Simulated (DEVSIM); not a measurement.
Structure: Cr/La2O3/SiO2/p-Si capacitor, at 300 K.

| layer (left to right) | material | thickness (nm) | Na (cm⁻³) |
|---|---|---|---|
| 1 | La2O3 | 3.10 | - |
| 2 | SiO2 | 1.10 | - |
| 3 | Si | 1100 | 2.8e17 |

Metal gate on the left, work function 4.5 eV. Fixed charge at the semiconductor interface 2.7e12 cm⁻² (in units of +e); no interface traps.

The device is made up for the run: typed textbook-type constants, with dimensions and the other settings drawn at random. Values at 300 K.

```tsv
parameter	La2O3	SiO2	Si
gap (eV)	5.8	9	1.124
affinity (eV)	1.8	0.9	4.05
permittivity	27	3.9	11.7
Nc (cm⁻³)	-	-	2.86e19
Nv (cm⁻³)	-	-	3.1e19
```

Model (solved in DEVSIM): 1D Poisson equation in equilibrium, Boltzmann statistics, complete ionisation; no quantum confinement or tunnelling. Metal contacts follow the ideal Schottky-Mott rule: no Fermi-level pinning, no interface dipoles.

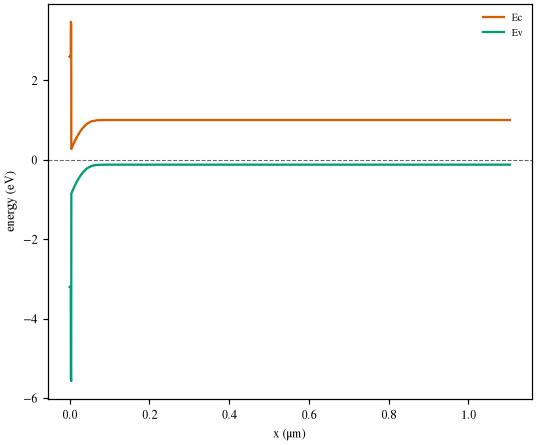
Fig. 1. Band edges at 0.1 V on the gate

Energies count from the Fermi level of the right contact; mesh points crowd at the junctions.

```json
[
 {"x (μm)": "0.000", "Ec (eV)": "2.600", "Ev (eV)": "-3.200", "n (cm⁻³)": "< 1e2", "p (cm⁻³)": "< 1e2", "field (V/cm)": "-74000"},
 {"x (μm)": "0.0009088", "Ec (eV)": "2.593", "Ev (eV)": "-3.207", "n (cm⁻³)": "< 1e2", "p (cm⁻³)": "< 1e2", "field (V/cm)": "-74000"},
 {"x (μm)": "0.001903", "Ec (eV)": "2.586", "Ev (eV)": "-3.214", "n (cm⁻³)": "< 1e2", "p (cm⁻³)": "< 1e2", "field (V/cm)": "-74000"},
 {"x (μm)": "0.002855", "Ec (eV)": "2.579", "Ev (eV)": "-3.221", "n (cm⁻³)": "< 1e2", "p (cm⁻³)": "< 1e2", "field (V/cm)": "-74000"},
 {"x (μm)": "0.003668", "Ec (eV)": "3.447", "Ev (eV)": "-5.553", "n (cm⁻³)": "< 1e2", "p (cm⁻³)": "< 1e2", "field (V/cm)": "-510000"},
 {"x (μm)": "0.004281", "Ec (eV)": "0.273", "Ev (eV)": "-0.851", "n (cm⁻³)": "7.5e14", "p (cm⁻³)": "150000", "field (V/cm)": "250000"},
 {"x (μm)": "0.005569", "Ec (eV)": "0.304", "Ev (eV)": "-0.820", "n (cm⁻³)": "2.2e14", "p (cm⁻³)": "520000", "field (V/cm)": "240000"},
 {"x (μm)": "0.009347", "Ec (eV)": "0.392", "Ev (eV)": "-0.732", "n (cm⁻³)": "7.4e12", "p (cm⁻³)": "1.6e7", "field (V/cm)": "220000"},
 {"x (μm)": "0.01588", "Ec (eV)": "0.530", "Ev (eV)": "-0.594", "n (cm⁻³)": "3.6e10", "p (cm⁻³)": "3.2e9", "field (V/cm)": "200000"},
 {"x (μm)": "0.02829", "Ec (eV)": "0.741", "Ev (eV)": "-0.383", "n (cm⁻³)": "1.0e7", "p (cm⁻³)": "1.1e13", "field (V/cm)": "140000"},
 {"x (μm)": "0.05443", "Ec (eV)": "0.969", "Ev (eV)": "-0.155", "n (cm⁻³)": "1500", "p (cm⁻³)": "7.7e16", "field (V/cm)": "36000"},
 {"x (μm)": "0.1311", "Ec (eV)": "1.002", "Ev (eV)": "-0.122", "n (cm⁻³)": "420", "p (cm⁻³)": "2.8e17", "field (V/cm)": "≈ 0"},
 {"x (μm)": "0.2637", "Ec (eV)": "1.002", "Ev (eV)": "-0.122", "n (cm⁻³)": "420", "p (cm⁻³)": "2.8e17", "field (V/cm)": "≈ 0"},
 {"x (μm)": "0.5334", "Ec (eV)": "1.002", "Ev (eV)": "-0.122", "n (cm⁻³)": "420", "p (cm⁻³)": "2.8e17", "field (V/cm)": "≈ 0"},
 {"x (μm)": "0.8688", "Ec (eV)": "1.002", "Ev (eV)": "-0.122", "n (cm⁻³)": "420", "p (cm⁻³)": "2.8e17", "field (V/cm)": "≈ 0"},
 {"x (μm)": "0.9891", "Ec (eV)": "1.002", "Ev (eV)": "-0.122", "n (cm⁻³)": "420", "p (cm⁻³)": "2.8e17", "field (V/cm)": "≈ 0"},
 {"x (μm)": "1.046", "Ec (eV)": "1.002", "Ev (eV)": "-0.122", "n (cm⁻³)": "420", "p (cm⁻³)": "2.8e17", "field (V/cm)": "≈ 0"},
 {"x (μm)": "1.076", "Ec (eV)": "1.002", "Ev (eV)": "-0.122", "n (cm⁻³)": "420", "p (cm⁻³)": "2.8e17", "field (V/cm)": "≈ 0"},
 {"x (μm)": "1.094", "Ec (eV)": "1.002", "Ev (eV)": "-0.122", "n (cm⁻³)": "420", "p (cm⁻³)": "2.8e17", "field (V/cm)": "≈ 0"},
 {"x (μm)": "1.100", "Ec (eV)": "1.002", "Ev (eV)": "-0.122", "n (cm⁻³)": "420", "p (cm⁻³)": "2.8e17", "field (V/cm)": "≈ 0"},
 {"x (μm)": "1.103", "Ec (eV)": "1.002", "Ev (eV)": "-0.122", "n (cm⁻³)": "420", "p (cm⁻³)": "2.8e17", "field (V/cm)": "≈ 0"},
 {"x (μm)": "1.104", "Ec (eV)": "1.002", "Ev (eV)": "-0.122", "n (cm⁻³)": "420", "p (cm⁻³)": "2.8e17", "field (V/cm)": "≈ 0"}
]
```
